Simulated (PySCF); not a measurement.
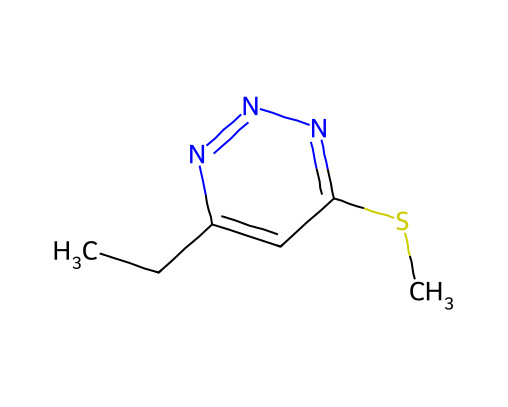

Skeletal drawing of a molecule.

**Give its SMILES.**

CCc1cc(SC)nnn1

**What is the molecular formula?**

C6H9N3S.

**An optimisation with PBE0-D3(BJ)/def2-SVP gave a structure of which point group?**

C1. Other conformers may differ.

The parts below concern this one geometry. Atoms keep their numbers from picture to picture. The geometry was computed by an optimisation with PBE0-D3(BJ)/def2-SVP. No frequency run is at hand to confirm it as a minimum.

### Dipole moment

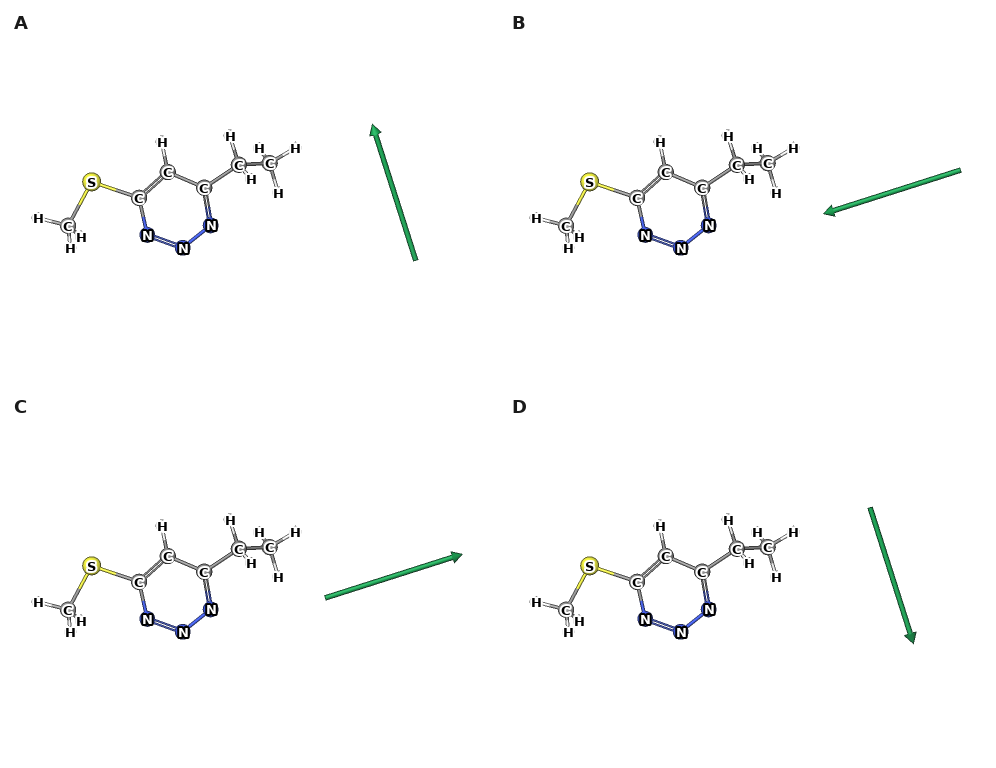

The same molecule four times, each with an arrow. No frequency run is at hand to confirm it as a minimum. Level of theory: CAM-B3LYP/def2-SVPD, gas phase (PySCF 2.14.0).

**Which arrow points along the dipole moment, from the negative to the positive end?**

A. The dipole moment is 3.60 D.

### Polarisability

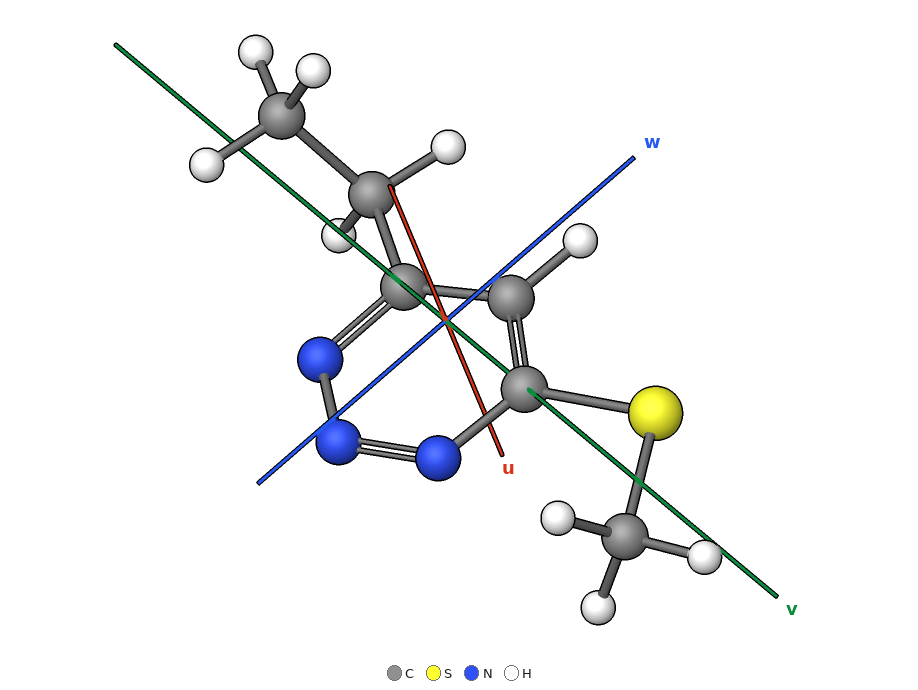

The lines u, v and w are the principal axes of the static dipole polarisability. No frequency run is at hand to confirm it as a minimum. Method: CAM-B3LYP/def2-SVPD (PySCF 2.14.0).

**Along which axis is the molecule most polarisable, and along which least?**

Most along v, least along u.

**Give the three principal values.**

u 77.0, v 163.3, w 106.2 bohr³; mean 115.5, anisotropy 76.0 bohr³.

### Excitation

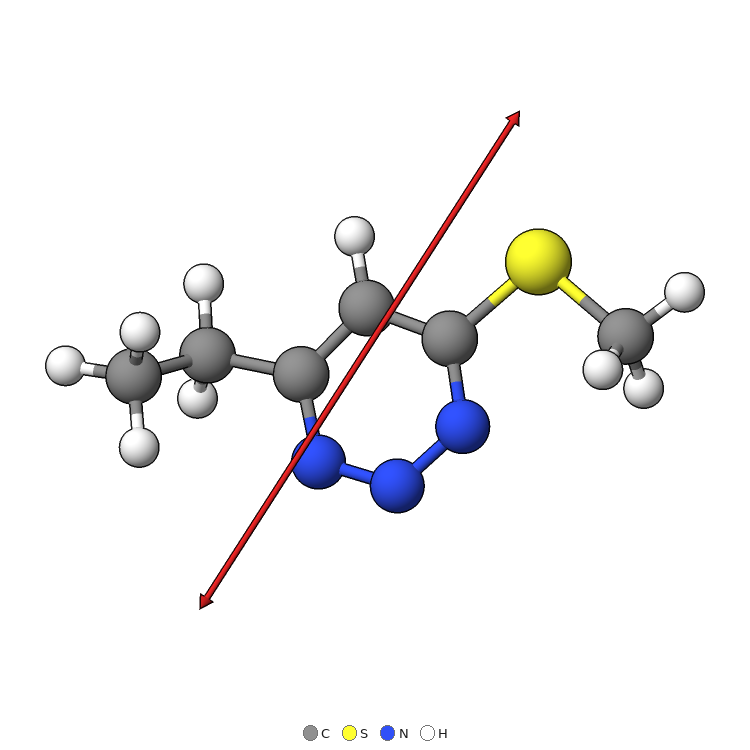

The double arrow shows the direction of the transition dipole to excited singlet state 8 (its length means nothing). No frequency run is at hand to confirm it as a minimum. Level of theory: TDDFT CAM-B3LYP/def2-SVPD, vertical, gas phase, core orbitals frozen in the response (PySCF 2.14.0).

**Give its energy, strength and character.**

6.34 eV (195 nm), oscillator strength 0.13, mainly HOMO−3 → LUMO (weight 0.67); transition dipole 2.28 D.

### Ring current

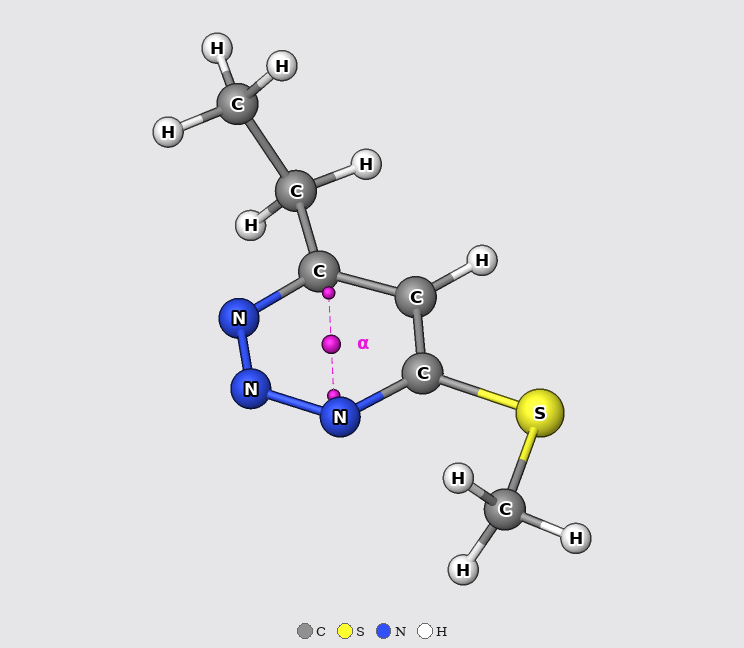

The small points mark where nucleus-independent chemical shifts (NICS) were computed: at the centre of each lettered ring and 1 Å above and below it. No frequency run is at hand to confirm it as a minimum. Properties computed with GIAO PBE0/pcSseg-1 NMR shielding, non-relativistic, IEF-PCM acetone (PySCF 2.14.0).

Give NICS(0), NICS(1) and the out-of-plane component NICS(1)zz for each ring (means of the two sides).

```csv
ring,members,NICS(0),NICS(1),NICS(1)zz
α,C3N3,−2.9,−9.9,−22.1
```

Values in ppm.

**What do the values say about the ring currents?**

Ring α: diatropic, as in an aromatic ring. NICS is one index among several.
